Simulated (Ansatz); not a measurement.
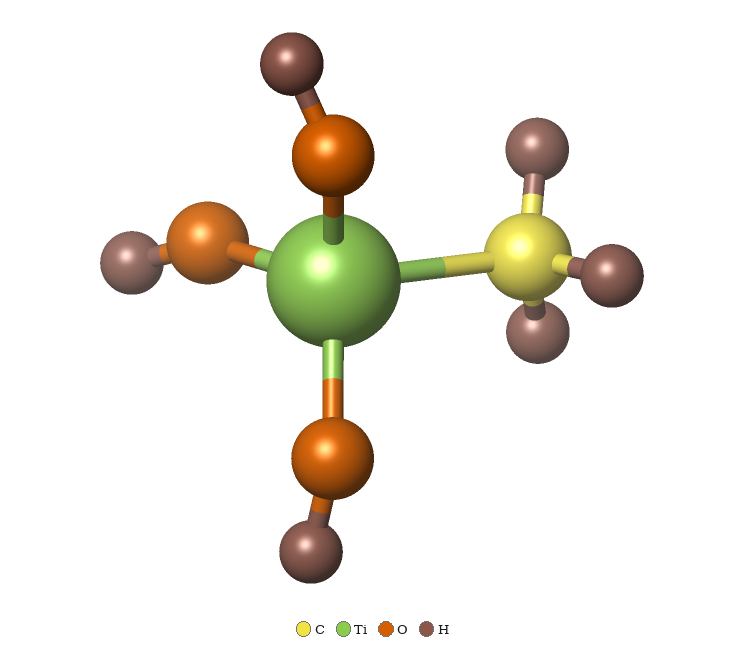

Ball-and-stick drawing of a structure. Every bond is drawn as one stick, whatever its order.

The species is neutral and a spin singlet. The geometry was computed by an optimisation with PBE0-D4/def2-TZVP.

What does the picture show?

The molecule is CH₆O₃Ti. Its SMILES string is `[CH3][Ti]([OH])([OH])[OH]`. Coordination: 1 C tetrahedral; 1 Ti tetrahedral; 3 O bent.

More results for the same structure follow; atom numbers are the same in all pictures, views and colours differ.

## Shape

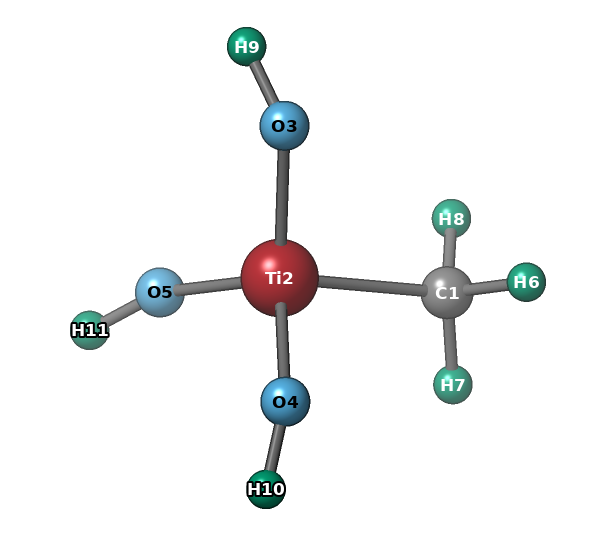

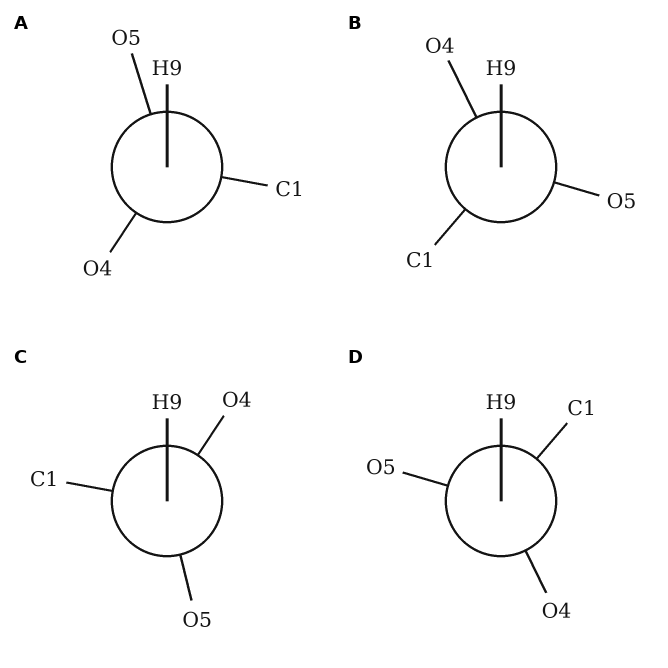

Distant atoms are faded towards the background colour. Bonds that would overlap in a projection are set slightly apart.

Which Newman projection shows the view along O3–Ti2, with O3 in front?

A. The torsion angle H9–O3–Ti2–O4 is −146°, anticlinal.

## Levels of theory compared

Program: Ansatz 0.2.0.

Compare HOMO–LUMO gap (eV) at these levels: B3LYP-D4/def2-TZVPP; PBE-D4/def2-TZVPP; PBE0-D4/def2-TZVPP; r2SCAN0-D4/def2-TZVPP; r2SCANh-D4/def2-TZVPP; ωB97X-V/def2-TZVPP.

```
                level  HOMO–LUMO gap (eV)
  B3LYP-D4/def2-TZVPP                5.97
    PBE-D4/def2-TZVPP                3.96
   PBE0-D4/def2-TZVPP                6.53
r2SCAN0-D4/def2-TZVPP                6.84
r2SCANh-D4/def2-TZVPP                5.38
   ωB97X-V/def2-TZVPP               11.30
```

## Vibrations

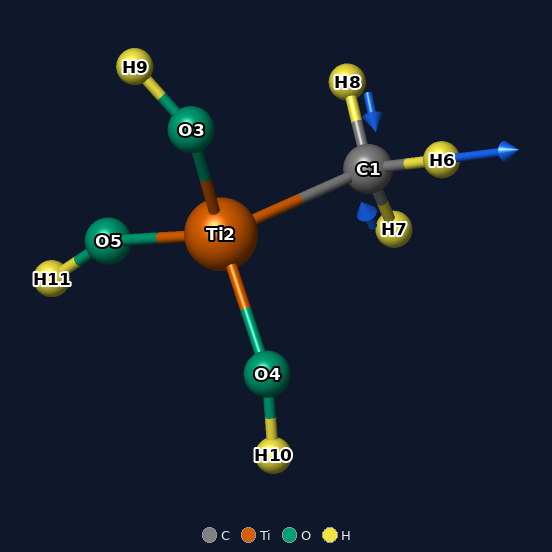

The arrows show one normal mode. Harmonic vibrations computed with RKS PBE0-D4/def2-TZVP (Ansatz 0.2.0) at a stationary point of the same level.

What kind of motion is it?

Mostly out-of-phase stretching of 3 C–H bonds.

Estimate its harmonic wavenumber.

3134 cm⁻¹; it is mode 24 of 27 counted from the lowest.

## Charges

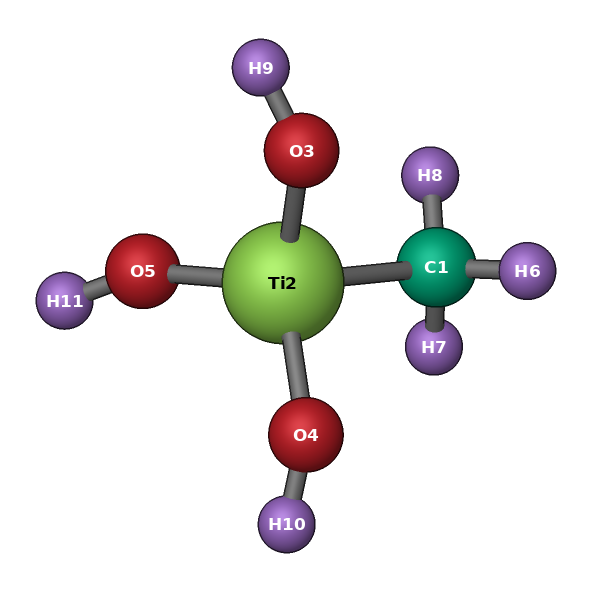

The questions are on Mulliken charges. Level of theory: RKS B3LYP-D4/def2-TZVPP (Ansatz 0.2.0).

Give the Mulliken charges atom by atom.

```csv
atom,value (e)
C1,−0.49
Ti2,1.07
O3,−0.46
O4,−0.46
O5,−0.49
H6,0.11
H7,0.09
H8,0.10
H9,0.18
H10,0.18
H11,0.19
```

Mulliken values depend strongly on the basis set and can even reverse the polarity of a bond.
